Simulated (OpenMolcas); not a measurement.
**triplet SiHClF2 at 6 levels**

Aim: a comparison of 6 runs (UHF/STO-3G, UHF/3-21G, UB3LYP/6-31G*, U-r2SCAN/6-311+G**, UB3LYP/6-311+G**, UM06-L/6-311+G**) of triplet SiHClF2. 

The results are computed with OpenMolcas 26.06.

**1. The system as given**

SiHClF2 has 5 atoms, charge 0, and is taken as a triplet. As SMILES of the parent species, `F[SiH](F)Cl`. The shape is that of a PBE0-D4/def2-TZVP optimisation. That shape belongs to the parent species and isn't relaxed for this state.

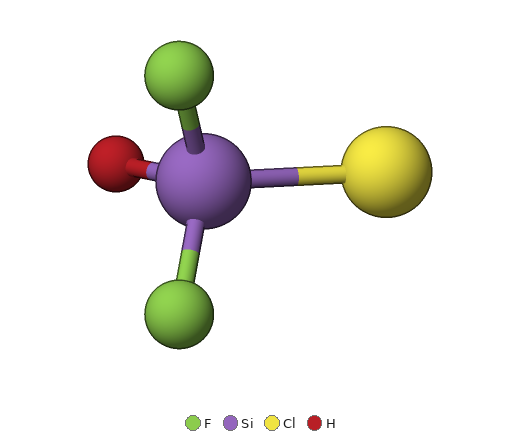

Viewed from a chosen angle; fluorine green, silicon purple, chlorine yellow, hydrogen red.

**2. A single-point energy at UHF/STO-3G (run 1)**

Contents of test.inp:

```
&GATEWAY
BasLib = $CurrDir
Coord
5
angstrom
F       -0.339600      -0.621400       1.420100
Si       0.095900      -0.000200       0.037800
F       -0.033500       1.566800       0.156500
Cl      -1.157500      -0.656000      -1.401500
H        1.484600      -0.363000      -0.254200
Basis = STO-3G
Group = NoSym
&SEWARD
&SCF
UHF
Spin = 3
Thresholds = 1e-10 1e-07 1e-07 1e-05
PrOrbitals = 1 2
```

The basis set STO-3G is read from a file made from the Basis Set Exchange's data (not shown).

Command:

```bash
$ export MOLCAS_MEM=1860
$ pymolcas test.inp > test.log
```

The log of the run:

```text
--- Start Module: gateway ---
[...]
--- Stop Module: gateway /rc=_RC_ALL_IS_WELL_ ---
--- Start Module: seward ---
[...]
      Basis functions           29
--- Stop Module: seward /rc=_RC_ALL_IS_WELL_ ---
--- Start Module: scf ---
[...]
       Convergence after  26 Iterations
[...]
::    Total SCF energy                               -936.5557092717
[...]
      Total spin, S                                     1.0013271761
[...]
      Total electronic charge=   50.000000
      Total            charge=   -0.000000
[...]
      Dipole Moment (debye):
      Origin of the operator (angstrom)=   -0.4256   -0.0525   -0.1791
                   X= -9.5822E-01               Y= -1.1552E+00               Z= -2.2324E+00           Total=  2.6900E+00
      Quadrupole Moment (debye*angstrom):
[...]
--- Stop Module: scf /rc=_RC_ALL_IS_WELL_ ---
[...]
```

It took 2.1 s on 1 thread of Arm Neoverse V1, shared host; peak memory 0.37 GiB.

**3. The energy at UHF/3-21G (run 2)**

Contents of input.xyz:

```xyz
5

F     -0.339600    -0.621400     1.420100
Si     0.095900    -0.000200     0.037800
F     -0.033500     1.566800     0.156500
Cl    -1.157500    -0.656000    -1.401500
H      1.484600    -0.363000    -0.254200
```

Contents of calc.inp:

```
&GATEWAY
BasLib=$CurrDir
Coord=input.xyz
Basis=3-21G
Group=NoSym
&SEWARD
&SCF
UHF
Spin=3
Thresholds=1e-10 1e-07 1e-07 1e-05
PrOrbitals=1 1
```

The basis set 3-21G is read from a file made from the Basis Set Exchange's data (not shown).

Command:

```bash
$ export MOLCAS_MEM=1860
$ pymolcas calc.inp > calc.log
```

The log of the run:

```text
--- Start Module: gateway ---
[...]
--- Stop Module: gateway /rc=_RC_ALL_IS_WELL_ ---
--- Start Module: seward ---
[...]
      Basis functions           46
--- Stop Module: seward /rc=_RC_ALL_IS_WELL_ ---
--- Start Module: scf ---
[...]
       Convergence after  25 Iterations
[...]
::    Total SCF energy                               -942.9077022530
[...]
      Total spin, S                                     1.0018848906
[...]
      Total electronic charge=   50.000000
      Total            charge=   -0.000000
[...]
      Dipole Moment (debye):
      Origin of the operator (angstrom)=   -0.4256   -0.0525   -0.1791
                   X= -9.6892E-01               Y= -1.5279E+00               Z= -2.8807E+00           Total=  3.4017E+00
      Quadrupole Moment (debye*angstrom):
[...]
--- Stop Module: scf /rc=_RC_ALL_IS_WELL_ ---
[...]
```

Wall time 2.6 s (1 thread of Arm Neoverse V1, shared host); peak memory 0.38 GiB.

Runs 3 to 5 aren't shown in full; the table further down has their settings and results.

**4. A single-point energy at UM06-L/6-311+G(d,p) (run 6)**

Contents of coord.xyz:

```xyz
5

F     -0.339600    -0.621400     1.420100
Si     0.095900    -0.000200     0.037800
F     -0.033500     1.566800     0.156500
Cl    -1.157500    -0.656000    -1.401500
H      1.484600    -0.363000    -0.254200
```

Contents of calc.input:

```
* ClF2HSi Kohn-Sham DFT

&GATEWAY
 BasLib=$CurrDir
 Coord=coord.xyz
 Basis=6-311pGss
 Group=NoSym

&SEWARD
 GridInput
 Grid=UltraFine
 End of Grid

&SCF
 UHF
 Spin=3
 KSDFT=M06L
 Thresholds=1e-10 1e-07 1e-07 1e-05
 PrOrbitals=1 2
```

The basis set 6-311+G** is read from a file made from the Basis Set Exchange's data (not shown).

Command:

```bash
$ export MOLCAS_MEM=1860
$ pymolcas calc.input > calc.log
```

The log of the run:

```text
--- Start Module: gateway ---
[...]
--- Stop Module: gateway /rc=_RC_ALL_IS_WELL_ ---
--- Start Module: seward ---
[...]
      Basis functions          110
--- Stop Module: seward /rc=_RC_ALL_IS_WELL_ ---
[...]
--- Start Module: scf ---
[...]
       Convergence after  35 Iterations
[...]
::    Total KS-DFT energy                            -949.8737965320
[...]
      Total spin, S                                     1.0013949283
[...]
      Total electronic charge=   50.000000
      Total            charge=   -0.000000
[...]
      Dipole Moment (debye):
      Origin of the operator (angstrom)=   -0.4256   -0.0525   -0.1791
                   X=  3.9326E-03               Y= -6.2525E-01               Z= -1.0825E+00           Total=  1.2501E+00
      Quadrupole Moment (debye*angstrom):
[...]
--- Stop Module: scf /rc=_RC_ALL_IS_WELL_ ---
[...]
```

Run time: 2 min. Hardware: 1 thread of Arm Neoverse V1, shared host; peak memory 0.65 GiB.

**5. All runs side by side**

```
run                                level  Cartesian functions  integration grid  energy (Eh)  dipole moment (D)  HOMO energy (eV)   ⟨S²⟩  wall time
  1                           UHF/STO-3G                   no                 –  -936.555709               2.69             -0.13  2.004      2.1 s
  2                            UHF/3-21G                   no                 –  -942.907702               3.40             -3.89  2.006      2.6 s
  3  UB3LYP/6-31G* (Cartesian functions)                  yes         UltraFine  -949.819365               1.37             -1.16  2.004       34 s
  4                   U-r2SCAN/6-311+G**                   no         UltraFine  -949.781568               1.63             -1.59  2.004    2.1 min
  5                     UB3LYP/6-311+G**                   no         UltraFine  -949.946362               2.27             -1.95  2.004       89 s
  6                     UM06-L/6-311+G**                   no         UltraFine  -949.873797               1.25             -1.24  2.004      2 min
```

**6. What came out**

| quantity | value |
| --- | --- |
| run 6: total energy | -949.87380 Eh |
| run 6: dipole moment | 1.25 D |
| run 6: HOMO energy (highest over α and β) | -1.24 eV |
| run 6: ⟨S²⟩ | 2.004 |

**Reading.** The dipole moment (its size) runs from 1.25 D (UM06-L/6-311+G**) to 3.40 D (UHF/3-21G). The two ends differ in method and basis. Totals of different functionals can't be ranked against each other. In run 1 the basis is minimal, so the values are rough. All runs together took 6.2 min, the longest 2.1 min.
